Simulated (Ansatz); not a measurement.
## GaN$_{2}$H$_{5}$: geometry relaxation (part 1 of 2)

System: GaN$_{2}$H$_{5}$.
Method: RHF/def2-SVP (Ansatz 0.2.0).

The input holds or restrains some coordinates. Forces given for the steps count only the free coordinates. It belongs to a series of runs on one base structure; here: pulled along the bonds that form and break, towards end B.

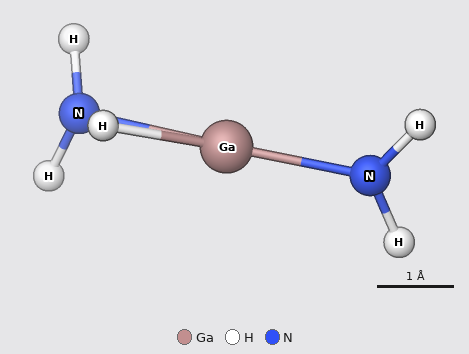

Fig. 1: The starting structure (ball-and-stick view, seen at a tilt). Sticks mark near contacts.

## Input
```yaml
crystal:
  periodic: [false, false, false]
  atoms:
    - { symbol: Ga, position_ang: [0.0, 0.0, 0.0] }
    - { symbol: H, position_ang: [1.0535, 0.0, 1.4223] }
    - { symbol: "N", position_ang: [2.0931, 0.0, 0.3944] }
    - { symbol: H, position_ang: [2.5598, -0.9179, 0.1426] }
    - { symbol: H, position_ang: [2.5445, 0.9179, 0.1162] }
    - { symbol: "N", position_ang: [-1.6714, 0.0, -0.965] }
    - { symbol: H, position_ang: [-2.3403, -0.8164, -0.8664] }
    - { symbol: H, position_ang: [-1.9204, 0.8164, -1.5936] }
basis:
  gaussian: { orbitals: def2-SVP }
hamiltonian:
  xc: hf
relax:
  f_tol: 0.15
  max_steps: 25
  restrain:
    - { distance: [1, 2], at: 1.06, k: 30.0 }
    - { distance: [0, 1], at: 2.77, k: 30.0 }
    - { distance: [0, 2], at: 3.13, k: 30.0 }
output:
  orbitals: {}
```

Run on 1 thread of Intel Xeon (Sapphire Rapids), 32 GiB of memory available, shared host.

Launched with:
```bash
ansatz run input.yaml --threads 1 --pin off --max-ram 2048MiB --backend cpu --events-out ev --progress --plain --runs-dir out
```

## Output
```
The last accepted step is kept in [file] (removed where the run ends without a failure and the disk answers)
Engine: ansatz 0.2.0, x86_64-unknown-linux-gnu
Functional definition: HF
  exchange = exact_x
  correlation = 0
933 factors; integrals over basis functions are off by at most 3.4e-4 eV
mean field evaluation 1: about -55359.1005 eV, gradient 4.2e1 eV
mean field evaluation 2: about -55359.1359 eV, gradient 4.2e1 eV
mean field evaluation 4: about -55363.2838 eV, gradient 2.9e0 eV
mean field evaluation 8: about -55363.3507 eV, gradient 3.4e-1 eV
mean field evaluation 16: about -55338.5784 eV, gradient 4.7e1 eV
mean field -55363.35425466 eV, -2034.5657422293 hartree, gradient 1.8e-5 eV, S^2 0.000000; 0 other end points of the search recorded, 0 dependent functions left out
the calculation of the forces begins
reference -55363.35425466 eV, -2034.5657422293 hartree; 25, 25 occupied and 60, 60 virtual orbitals, 933 factors
relax step   1: F+E_penalty+E_count = -55363.35425466 eV  Δ(F+E_penalty+E_count) = +0.000e0 eV  max|allowed force component| = 2.334e0 eV/Å  E_restraint = 32.42648872 eV  max|allowed force component, restraints' pulls added| = 4.938e1 eV/Å  Δτ_max = 0.0000 Å  (46 SCF iters, accepted)
  distance H 1 - N 2 = 1.4620 Å
  distance Ga 0 - H 1 = 1.7700 Å
  distance Ga 0 - N 2 = 2.1299 Å
these checks for a lower state are left out or cut short: starts, cluster_reference, orbital_swaps, neighbouring_geometries, increment
933 factors; integrals over basis functions are off by at most 2.9e-4 eV
mean field -55363.46092143 eV, -2034.5696621608 hartree, gradient 1.1e-5 eV, S^2 0.000000; 0 other end points of the search recorded, 0 dependent functions left out
[... from here on the field's lines of each further geometry are left out, up to the last ...]
relax step   2: F+E_penalty+E_count = -55363.46092143 eV  Δ(F+E_penalty+E_count) = -1.067e-1 eV  max|allowed force component| = 3.733e0 eV/Å  E_restraint = 17.77944028 eV  max|allowed force component, restraints' pulls added| = 3.488e1 eV/Å  Δτ_max = 0.1942 Å  (44 SCF iters, accepted)
relax step   3: F+E_penalty+E_count = -55363.87341515 eV  Δ(F+E_penalty+E_count) = -4.125e-1 eV  max|allowed force component| = 7.307e0 eV/Å  E_restraint = 6.50267931 eV  max|allowed force component, restraints' pulls added| = 1.827e1 eV/Å  Δτ_max = 0.1948 Å  (38 SCF iters, accepted)
relax step   4: F+E_penalty+E_count = -55365.16632268 eV  Δ(F+E_penalty+E_count) = -1.293e0 eV  max|allowed force component| = 7.339e0 eV/Å  E_restraint = 1.38011718 eV  max|allowed force component, restraints' pulls added| = 8.227e0 eV/Å  Δτ_max = 0.1950 Å  (33 SCF iters, accepted)
relax step   5: F+E_penalty+E_count = -55366.79509679 eV  Δ(F+E_penalty+E_count) = -1.629e0 eV  max|allowed force component| = 1.872e0 eV/Å  E_restraint = 0.07243233 eV  max|allowed force component, restraints' pulls added| = 2.677e0 eV/Å  Δτ_max = 0.1949 Å  (32 SCF iters, accepted)
relax step   6: F+E_penalty+E_count = -55367.35280924 eV  Δ(F+E_penalty+E_count) = -5.577e-1 eV  max|allowed force component| = 1.801e0 eV/Å  E_restraint = 0.04017997 eV  max|allowed force component, restraints' pulls added| = 1.801e0 eV/Å  Δτ_max = 0.1941 Å  (33 SCF iters, accepted)
relax step   7: F+E_penalty+E_count = -55367.57381061 eV  Δ(F+E_penalty+E_count) = -2.210e-1 eV  max|allowed force component| = 1.034e0 eV/Å  E_restraint = 0.04720934 eV  max|allowed force component, restraints' pulls added| = 6.305e-1 eV/Å  Δτ_max = 0.1998 Å  (33 SCF iters, accepted)
relax step   8: F+E_penalty+E_count = -55367.61745599 eV  Δ(F+E_penalty+E_count) = -4.365e-2 eV  max|allowed force component| = 8.205e-1 eV/Å  E_restraint = 0.03447868 eV  max|allowed force component, restraints' pulls added| = 4.135e-1 eV/Å  Δτ_max = 0.1780 Å  (32 SCF iters, accepted)
relax step   9: F+E_penalty+E_count = -55367.61475227 eV  Δ(F+E_penalty+E_count) = +2.704e-3 eV  max|allowed force component| = 1.676e0 eV/Å  E_restraint = 0.07019033 eV  max|allowed force component, restraints' pulls added| = 1.676e0 eV/Å  Δτ_max = 0.1980 Å  (31 SCF iters, rejected (line search))
relax step  10: F+E_penalty+E_count = -55367.63976484 eV  Δ(F+E_penalty+E_count) = -2.231e-2 eV  max|allowed force component| = 8.097e-1 eV/Å  E_restraint = 0.03069003 eV  max|allowed force component, restraints' pulls added| = 2.994e-1 eV/Å  Δτ_max = 0.0965 Å  (33 SCF iters, accepted)
relax step  11: F+E_penalty+E_count = -55367.66710269 eV  Δ(F+E_penalty+E_count) = -2.734e-2 eV  max|allowed force component| = 8.474e-1 eV/Å  E_restraint = 0.02933624 eV  max|allowed force component, restraints' pulls added| = 2.389e-1 eV/Å  Δτ_max = 0.0998 Å  (33 SCF iters, accepted)
relax step  12: F+E_penalty+E_count = -55367.70063505 eV  Δ(F+E_penalty+E_count) = -3.353e-2 eV  max|allowed force component| = 1.019e0 eV/Å  E_restraint = 0.02693681 eV  max|allowed force component, restraints' pulls added| = 3.663e-1 eV/Å  Δτ_max = 0.1466 Å  (32 SCF iters, accepted)
relax step  13: F+E_penalty+E_count = -55367.73468957 eV  Δ(F+E_penalty+E_count) = -3.405e-2 eV  max|allowed force component| = 1.109e0 eV/Å  E_restraint = 0.02575783 eV  max|allowed force component, restraints' pulls added| = 4.284e-1 eV/Å  Δτ_max = 0.1987 Å  (32 SCF iters, accepted)
relax step  14: F+E_penalty+E_count = -55367.76126763 eV  Δ(F+E_penalty+E_count) = -2.658e-2 eV  max|allowed force component| = 1.079e0 eV/Å  E_restraint = 0.02105075 eV  max|allowed force component, restraints' pulls added| = 4.276e-1 eV/Å  Δτ_max = 0.1948 Å  (33 SCF iters, accepted)
relax step  15: F+E_penalty+E_count = -55367.78285946 eV  Δ(F+E_penalty+E_count) = -2.159e-2 eV  max|allowed force component| = 1.019e0 eV/Å  E_restraint = 0.01972353 eV  max|allowed force component, restraints' pulls added| = 1.941e-1 eV/Å  Δτ_max = 0.1999 Å  (32 SCF iters, accepted)
relax step  16: F+E_penalty+E_count = -55367.79693047 eV  Δ(F+E_penalty+E_count) = -1.407e-2 eV  max|allowed force component| = 9.825e-1 eV/Å  E_restraint = 0.01993114 eV  max|allowed force component, restraints' pulls added| = 5.034e-2 eV/Å  Δτ_max = 0.1402 Å  (32 SCF iters, accepted)
relax step  17: F+E_penalty+E_count = -55367.80097985 eV  Δ(F+E_penalty+E_count) = -4.049e-3 eV  max|allowed force component| = 1.066e0 eV/Å  E_restraint = 0.01802215 eV  max|allowed force component, restraints' pulls added| = 5.681e-1 eV/Å  Δτ_max = 0.1928 Å  (31 SCF iters, accepted)
relax step  18: F+E_penalty+E_count = -55367.80706417 eV  Δ(F+E_penalty+E_count) = -6.084e-3 eV  max|allowed force component| = 1.069e0 eV/Å  E_restraint = 0.01693590 eV  max|allowed force component, restraints' pulls added| = 5.204e-1 eV/Å  Δτ_max = 0.1950 Å  (31 SCF iters, accepted)
the calculation of the forces begins
reference -55367.81538577 eV, -2034.7296857738 hartree; 25, 25 occupied and 60, 60 virtual orbitals, 933 factors
relax step  19: F+E_penalty+E_count = -55367.81538577 eV  Δ(F+E_penalty+E_count) = -8.322e-3 eV  max|allowed force component| = 9.687e-1 eV/Å  E_restraint = 0.01850805 eV  max|allowed force component, restraints' pulls added| = 5.055e-2 eV/Å  Δτ_max = 0.0436 Å  (33 SCF iters, accepted)
  distance H 1 - N 2 = 1.0255 Å
  distance Ga 0 - H 1 = 2.7741 Å
  distance Ga 0 - N 2 = 3.1354 Å
933 factors; integrals over basis functions are off by at most 7.0e-4 eV
mean field evaluation 160: about -55367.8154 eV, gradient 8.7e-4 eV
```

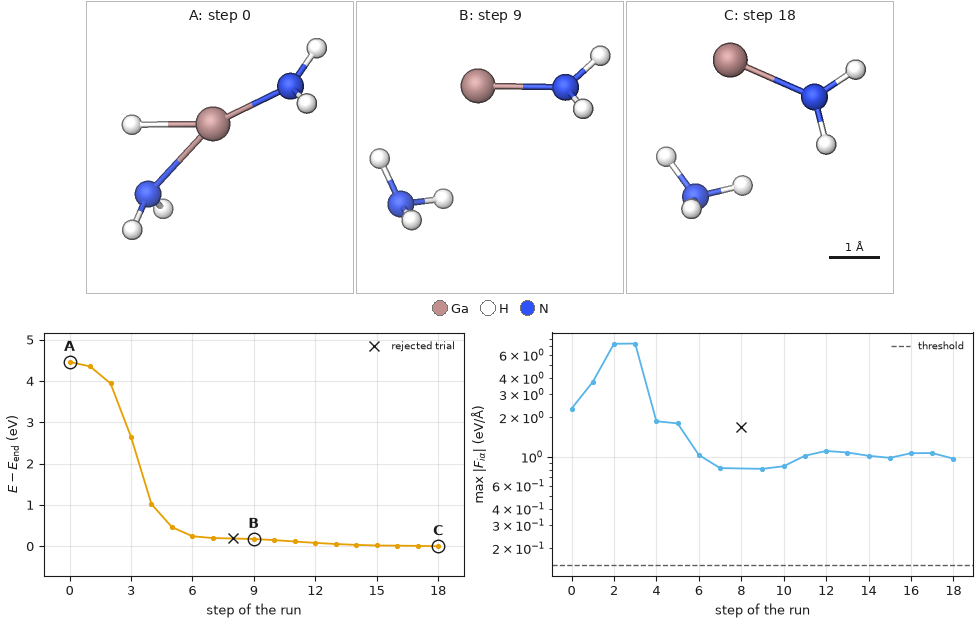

Fig. 2: Frames of the restrained relaxation (ball-and-stick view, seen at a tilt) above the curves, on which the letters mark them (the first geometry is step 0 here and step 1 in the log).

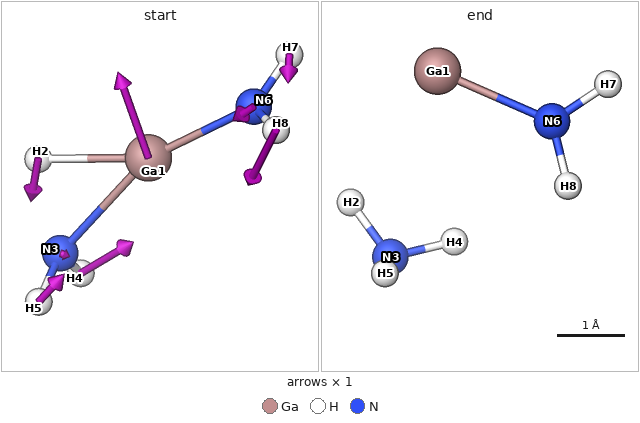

Fig. 3: Before (left) and after (right) the restrained relaxation, at one scale (ball-and-stick view, seen at a tilt). The pink arrows give the displacements, at true length. The largest move after the best rigid fit is that of Ga1, 1.44 Å. By element the largest moves are Ga 1.44 Å, H 1.43 Å, N 0.49 Å. Among the contacts that change: Ga1–N3 2.130 → 3.135 Å, Ga1–H2 1.770 → 2.774 Å, H2–N3 1.462 → 1.026 Å, Ga1–N6 1.930 → 1.869 Å. New bonds form: H2–N3 (1.46 → 1.03 Å). Bonds break: Ga1–H2 (1.77 → 2.77 Å), Ga1–N3 (2.13 → 3.14 Å). Among the angles that change: H7–N6–H8 120.0° → 108.9°, H4–N3–H5 120.0° → 109.7°, Ga1–N6–H8 120.0° → 127.5°. After 18 geometry steps the energy has fallen by 4.461 eV. The largest force component goes from 2.3 to 0.97 eV/Å. The line search rejected the trial step at point 8 (counted from 0) and went back. (Atoms are counted from 1 in the order of the input.)

```
mean field -55367.81538577 eV, -2034.7296857738 hartree, gradient 1.5e-5 eV, S^2 0.000000; 1 other end points of the search recorded, 0 dependent functions left out
the calculation of the forces begins
reference -55367.81538577 eV, -2034.7296857738 hartree; 25, 25 occupied and 60, 60 virtual orbitals, 933 factors
Total energy: -55367.81538577 eV, -2034.7296857738 hartree
Atom 0 at    -0.978987     0.182119     1.033293 Å, force    -0.274095     0.016299     0.009225 eV/Å
Atom 1 at     1.767976    -0.157462     1.218515 Å, force     0.412451     0.172705    -0.968693 eV/Å
Atom 2 at     2.052756     0.022606     0.249918 Å, force    -0.144462    -0.199100     0.940021 eV/Å
Atom 3 at     1.521294    -0.564915    -0.365938 Å, force     0.000461    -0.001371    -0.005629 eV/Å
Atom 4 at     1.881247     0.987138     0.030379 Å, force    -0.001284     0.004959     0.001790 eV/Å
Atom 5 at    -1.220515    -0.130916    -0.793399 Å, force    -0.003790     0.009735     0.050546 eV/Å
Atom 6 at    -2.067404    -0.518464    -1.172658 Å, force    -0.000839    -0.003683    -0.007409 eV/Å
Atom 7 at    -0.637567     0.179893    -1.549609 Å, force     0.011558     0.000456    -0.019851 eV/Å
Dipole moment:    -0.253216     0.056728    -0.266272 e Å
```

## Trajectory as extended XYZ (Å, eV, eV/Å), 19 frames, from step=1 to step=19
```
8
Properties=species:S:1:pos:R:3:forces:R:3 step=1 energy=-55363.35425
Ga    0.0000    0.0000    0.0000   -2.0407  -0.3585   1.3954
H     1.0535    0.0000    1.4223    0.4811  -0.0331  -0.7053
N     2.0931    0.0000    0.3944   -0.3412   0.1429  -1.5410
H     2.5598   -0.9179    0.1426    0.0465   1.9708   0.4516
H     2.5445    0.9179    0.1162    0.1921  -1.9561   0.5939
N    -1.6714    0.0000   -0.9650    0.5064   0.3968  -0.7138
H    -2.3403   -0.8164   -0.8664    1.2297   2.1717  -0.5905
H    -1.9204    0.8164   -1.5936   -0.0740  -2.3344   1.1097
8
Properties=species:S:1:pos:R:3:forces:R:3 step=2 energy=-55363.46092
Ga   -0.1705   -0.0020   -0.0929    0.6910  -0.3010   2.8374
H     1.1687   -0.0002    1.4700    3.7329   0.0166  -3.5528
N     2.1544    0.0009    0.4515   -2.1762   0.0521   1.3143
H     2.5636   -0.9102    0.1438   -0.0047   1.5871   0.8285
H     2.5490    0.9102    0.1182    0.0738  -1.5689   0.9559
N    -1.6865    0.0012   -0.9790   -2.3642   0.2053  -2.2474
H    -2.3369   -0.8070   -0.8701    0.5716   1.7139  -0.7060
H    -1.9231    0.8070   -1.5910   -0.5242  -1.7052   0.5702
8
Properties=species:S:1:pos:R:3:forces:R:3 step=3 energy=-55363.87342
Ga   -0.3479   -0.0045   -0.1735    6.7252  -0.2165   5.5978
H     1.3395    0.0007    1.4655    4.9729   0.0275  -4.7393
N     2.2171    0.0014    0.5507   -1.6213   0.0698   2.9477
H     2.5609   -0.8996    0.1547   -0.6310   1.6433   1.0098
H     2.5464    0.8993    0.1302   -0.6101  -1.6922   1.1342
N    -1.7236    0.0015   -1.0067   -7.3067   0.0069  -4.8959
H    -2.3407   -0.7978   -0.8779   -0.4266   0.9910  -0.8497
H    -1.9330    0.7991   -1.5924   -1.1024  -0.8297  -0.2046
8
Properties=species:S:1:pos:R:3:forces:R:3 step=4 energy=-55365.16632
Ga   -0.4523   -0.0073   -0.2027    7.3390  -0.1335   5.5337
H     1.5331    0.0016    1.4424    2.9903   0.0258  -3.2797
N     2.3117    0.0030    0.6680    0.1722   0.0428   1.5851
H     2.5455   -0.8761    0.1708   -0.8042   1.4820   0.9891
H     2.5308    0.8747    0.1480   -0.7878  -1.5215   1.0918
N    -1.8101   -0.0006   -1.0644   -5.2688  -0.0462  -3.7201
H    -2.3710   -0.7890   -0.9013   -1.8677  -0.3205  -0.8825
H    -1.9688    0.7937   -1.6105   -1.7730   0.4712  -1.3174
```
